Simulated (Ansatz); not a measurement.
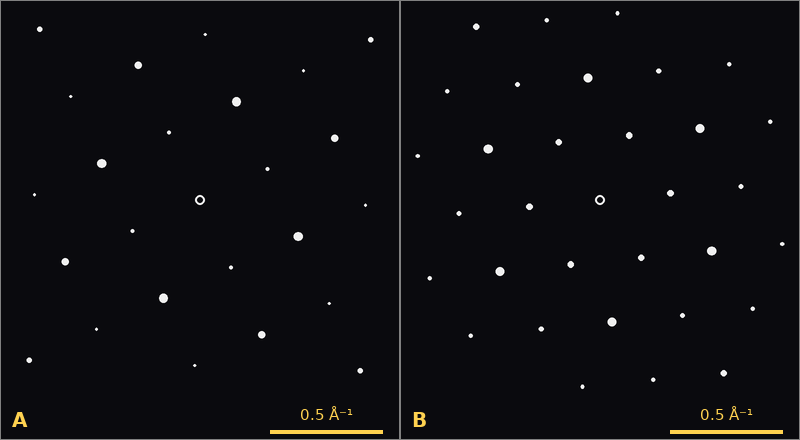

Kinematic electron diffraction patterns (300 kV, B = 0.5 Å², same scale, each along a low-index zone) of two structures of composition MoSe, each relaxed at zero pressure with Ansatz 0.2.0, DFT PBE+U, scalar-relativistic, plane waves, PAW.

The structures (standard cells):
1. P6_3/mmc (No. 194), a = 3.620 Å, c = 6.532 Å (hexagonal axes), 4 atoms; generated start, possibly hypothetical
2. F-43m (No. 216), a = 5.999 Å, 8 atoms; generated start, possibly hypothetical

### Which pattern belongs to which structure, and along which zone?

A is structure 2 along [001] or an equivalent direction: square net of 2 0 0 at d = 3.00 Å and 0 2 0 at d = 3.00 Å, 90.0° apart. B is structure 1 along [001]: hexagonal net of 1 -1 0 at d = 3.13 Å and 1 0 0 at d = 3.13 Å, 60.0° apart.

### Which structure lies lowest at this level of theory, and by how much?

Structure 1 (P6_3/mmc, 18.53 Å³ an atom) is the lowest of these; structure 2 (F-43m, 26.99 Å³ an atom) lies about 200 meV an atom higher. These are static energies at 0 K; other structures, not shown, may lie lower still.
